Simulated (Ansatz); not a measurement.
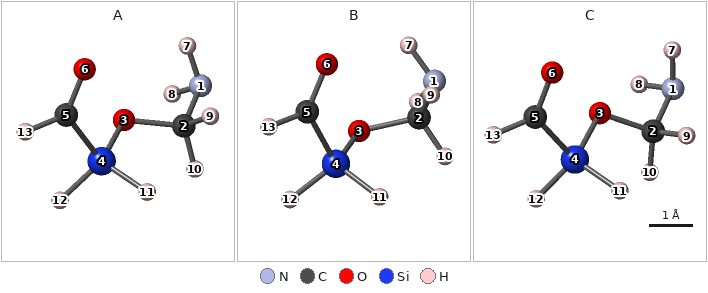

3 geometries from a converged minimum-energy path of C₂H₇NO₂Si, shuffled. Style: ball-and-stick. Shown from a free direction.

Method: Ansatz, RKS CAM-B3LYP/STO-3G. Settings: 9 movable images; climbing image; force threshold 0.05 eV/Å; iteration limit 60; starting path by image-dependent pair potential.

Which frame is the top of the path?

A. In order along the path, whose images run from 0 to 10: B (image 3, +7.4 kJ/mol), A (image 5, +11.9 kJ/mol), C (image 7, +10.4 kJ/mol). The motion is a rotation about the O3–Si4 bond by about 125°. No bond forms or breaks between the ends. Among the angles between lasting bonds that change up to the highest image: C2–O3–Si4 109.9° → 113.2°, C5–Si4–H12 109.8° → 107.4°.

Limits of the set-up: STO-3G is a minimal basis, so the numbers are rough.
